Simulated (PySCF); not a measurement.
# C, C⁺: ionisation energy in def2-TZVP

Wanted: the ionisation energy of carbon, up a ladder of methods.

Program: PySCF 2.14.0. Level of theory: unrestricted determinants in a Gaussian basis, no spin-orbit coupling in the energies. These are calculated values, not measurements, unless marked.

6 further runs of the same task are left out: 6 that didn't finish.

**1. The atom as given**

```
Element                                   : carbon (Z = 6)
Basis                                     : def2-TZVP (5s3p2d1f, 31 functions)
Hamiltonian                               : the non-relativistic Hamiltonian (point nucleus)
State 1                                   : C: [He] 2s2 2p2, high-spin 3P determinant
State 2                                   : C⁺: [He] 2s2 2p1, 2P determinant
Methods                                   : UHF, LDA, M06-2X, MP2, CCSD(T)
Core shells frozen in the correlated runs : valence: 1s2 (for C)
```

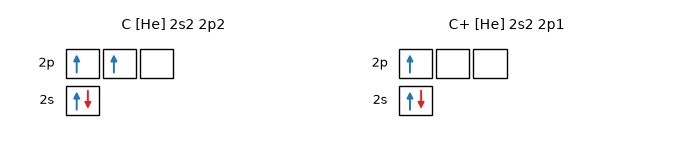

Outer shells as boxes.

The runs were made by one driver on top of PySCF. The scripts below sum up each run's settings (the driver also hands on starting orbitals that pick excited configurations, and frozen orbitals as a list rather than a count), and the logs come from the driver's own runs. The driver starts from symmetry-adapted Hartree-Fock orbitals, holds the occupation by maximum overlap and uses a logarithmic radial grid for functionals, so a plain start would take other cycles.

The driver's launch:

```
$ OMP_NUM_THREADS=1 python atomrun2.py TASK.json OUT
```

The integrals over 31 functions and the set-up took 0.04 s of CPU time.

**2. C, method by method**

UHF:

Contents of input.py:

```python
from pyscf import gto, scf, dft, mp, cc
import basis_set_exchange as bse
mol = gto.M(atom="C 0 0 0", charge=0, spin=2, symmetry="D2h",
            basis=gto.basis.parse(bse.get_basis("def2-TZVP", elements=["C"], fmt="nwchem", header=False)))
mf = scf.UHF(mol)
mf.irrep_nelec = {'Ag': (2, 2), 'B1u': (1, 0), 'B2u': (1, 0)}
mf.kernel()
```

LDA:

input.py differs from the last one in:

```diff
@@ -4,3 +4,3 @@
             basis=gto.basis.parse(bse.get_basis("def2-TZVP", elements=["C"], fmt="nwchem", header=False)))
-mf = scf.UHF(mol)
+mf = dft.UKS(mol, xc="LDA,VWN")
 mf.irrep_nelec = {'Ag': (2, 2), 'B1u': (1, 0), 'B2u': (1, 0)}
```

M06-2X:

input.py differs from the last one in:

```diff
@@ -4,3 +4,3 @@
             basis=gto.basis.parse(bse.get_basis("def2-TZVP", elements=["C"], fmt="nwchem", header=False)))
-mf = dft.UKS(mol, xc="LDA,VWN")
+mf = dft.UKS(mol, xc="M062X")
 mf.irrep_nelec = {'Ag': (2, 2), 'B1u': (1, 0), 'B2u': (1, 0)}
```

MP2 (valence):

input.py differs from the last one in:

```diff
@@ -4,4 +4,5 @@
             basis=gto.basis.parse(bse.get_basis("def2-TZVP", elements=["C"], fmt="nwchem", header=False)))
-mf = dft.UKS(mol, xc="M062X")
+mf = scf.UHF(mol)
 mf.irrep_nelec = {'Ag': (2, 2), 'B1u': (1, 0), 'B2u': (1, 0)}
 mf.kernel()
+mp.UMP2(mf, frozen=1).kernel()
```

CCSD(T) (valence):

input.py differs from the last one in:

```diff
@@ -7,2 +7,3 @@
 mf.kernel()
-mp.UMP2(mf, frozen=1).kernel()
+mycc = cc.CCSD(mf, frozen=1).run()
+mycc.ccsd_t()
```

**3. C⁺, method by method**

UHF:

Contents of input.py:

```python
from pyscf import gto, scf, dft, mp, cc
import basis_set_exchange as bse
mol = gto.M(atom="C 0 0 0", charge=1, spin=1, symmetry="D2h",
            basis=gto.basis.parse(bse.get_basis("def2-TZVP", elements=["C"], fmt="nwchem", header=False)))
mf = scf.UHF(mol)
mf.irrep_nelec = {'Ag': (2, 2), 'B2u': (1, 0)}
mf.kernel()
```

LDA:

input.py differs from the last one in:

```diff
@@ -4,3 +4,3 @@
             basis=gto.basis.parse(bse.get_basis("def2-TZVP", elements=["C"], fmt="nwchem", header=False)))
-mf = scf.UHF(mol)
+mf = dft.UKS(mol, xc="LDA,VWN")
 mf.irrep_nelec = {'Ag': (2, 2), 'B2u': (1, 0)}
```

M06-2X:

input.py differs from the last one in:

```diff
@@ -4,3 +4,3 @@
             basis=gto.basis.parse(bse.get_basis("def2-TZVP", elements=["C"], fmt="nwchem", header=False)))
-mf = dft.UKS(mol, xc="LDA,VWN")
+mf = dft.UKS(mol, xc="M062X")
 mf.irrep_nelec = {'Ag': (2, 2), 'B2u': (1, 0)}
```

MP2 (valence):

input.py differs from the last one in:

```diff
@@ -4,4 +4,5 @@
             basis=gto.basis.parse(bse.get_basis("def2-TZVP", elements=["C"], fmt="nwchem", header=False)))
-mf = dft.UKS(mol, xc="M062X")
+mf = scf.UHF(mol)
 mf.irrep_nelec = {'Ag': (2, 2), 'B2u': (1, 0)}
 mf.kernel()
+mp.UMP2(mf, frozen=1).kernel()
```

CCSD(T) (valence):

input.py differs from the last one in:

```diff
@@ -7,2 +7,3 @@
 mf.kernel()
-mp.UMP2(mf, frozen=1).kernel()
+mycc = cc.CCSD(mf, frozen=1).run()
+mycc.ccsd_t()
```

Q: Predict the outcome of this session.

**Answer**, as computed:

| quantity | value |
| --- | --- |
| ionisation energy, C | UHF 10.801, CCSD(T) (valence) 11.169 eV; reference 11.262 |

Each level's miss and price (over 1 difference):

```
           method  mean absolute miss against the measured value (with the measured fine structure taken into account where it is known) (eV)  CPU time, both states (s)
              UHF                                                                                                                       0.461                       0.13
              LDA                                                                                                                       0.420                       0.14
           M06-2X                                                                                                                       0.053                       0.47
    MP2 (valence)                                                                                                                       0.020                       0.15
SCS-MP2 (valence)                                                                                                                       0.147                       0.15
   CCSD (valence)                                                                                                                       0.117                           
CCSD(T) (valence)                                                                                                                       0.093                       0.61
```

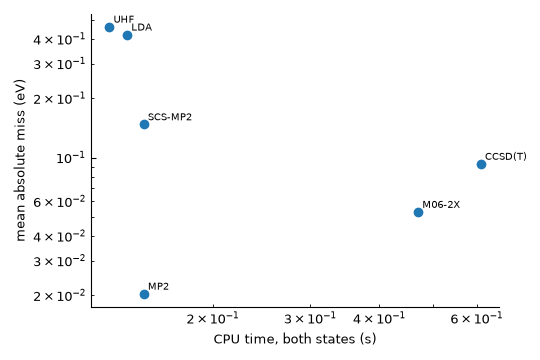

Miss against the measured value (with the measured fine structure taken into account where it is known) and CPU time.

What this shows: MP2 (valence) lands nearest to the measured value (off by 0.02 eV); UHF misses by most (0.46 eV). In a finite basis a lower level can come nearest by cancelling errors. Hartree-Fock falls short because the species with more electrons holds more correlation energy, which it lacks. LDA is off by +0.42 eV. The basis is finite, and no extrapolation was made. The dearest level timed, CCSD(T) (valence), costs 4.7 times the cheapest, UHF, and differs from the measured value (with the measured fine structure taken into account where it is known) by 0.09 against 0.46 eV.
